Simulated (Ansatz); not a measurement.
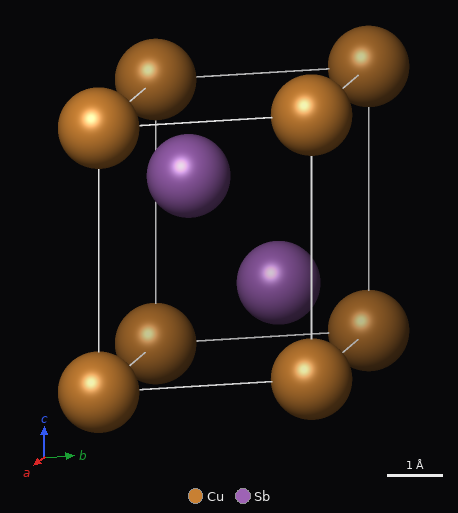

Crystal structure, spheres-only style, seen slightly off an axis. The parallelepiped is the conventional unit cell.

CuSb2, space group P-3m1 (No. 164), a = 4.032 Å, b = 4.032 Å, c = 4.961 Å, α = 90.00°, β = 90.00°, γ = 120.00°. The structure comes from a structure type filled with these elements by a generator (whether the compound takes this form wasn't checked). Earlier steps of the study, as a rule a relaxation of our own, may have changed the cell and positions, so they can lie some per cent off the listed ones. It was run through Ansatz as a DFT input.

This one geometry was computed with Ansatz (DFT, plane waves, PAW) at four levels of theory: PBE with spin-orbit coupling, r2SCAN, PBEsol and LDA.

> Which level gives the highest pressure at this volume, and what does that say about its equilibrium volume?

Highest: PBE with spin-orbit coupling (0.1 GPa), which points to the largest equilibrium volume. Lowest, with the smallest volume: LDA (-5.6 GPa). Levels within 0.5 GPa of each other can't be told apart.

> How does the band gap change with the level of theory?

All levels give a metal.

> Collect the results in a table.

| level | cutoff (eV) | k-mesh of the run's cell | gap (eV) | pressure (GPa) |
| --- | --- | --- | --- | --- |
| PBE with spin-orbit coupling | 420 | 10×10×8 | metal | 0.1 |
| r2SCAN | 500 | 10×10×8 | metal | -1.8 |
| PBEsol | 420 | 10×10×8 | metal | -3.7 |
| LDA | 420 | 10×10×8 | metal | -5.6 |

Gaps are taken on the k-mesh or band path of each run.
